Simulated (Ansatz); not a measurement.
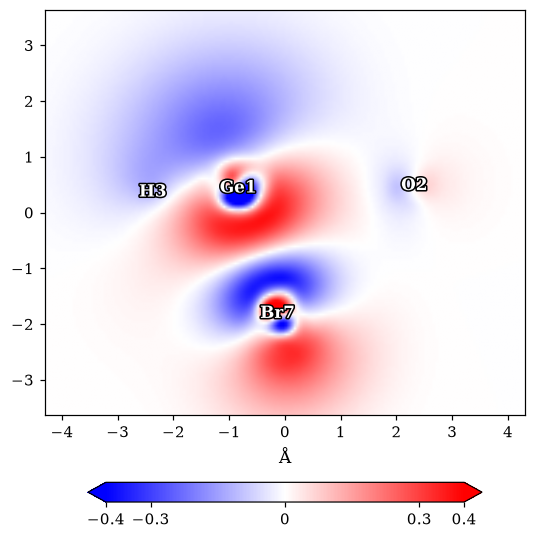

*BrGeH3···H2O. The LUMO on the plane of atoms H3, Ge1 and Br7 (values in Å⁻³ᐟ²; the overall sign is arbitrary).*

The calculation used Ansatz, RKS B3LYP-D4/def2-SVP.

```xyz
8

Ge   -0.1917   -0.1543   -1.2044
O    -0.3472   -0.0074    1.9423
H    -0.0635   -0.2449   -2.7375
H    -0.7815   -1.4380   -0.6159
H    -0.9397    1.1215   -0.7995
H     0.5749   -0.2707    1.7999
Br    2.0266    0.0424   -0.4376
H    -0.2780    0.9513    2.0527
```

Describe this orbital and give its energy.

It lies mainly on Ge1 (about 50 %) and Br7 (about 35 %). Its energy is −0.81 eV.
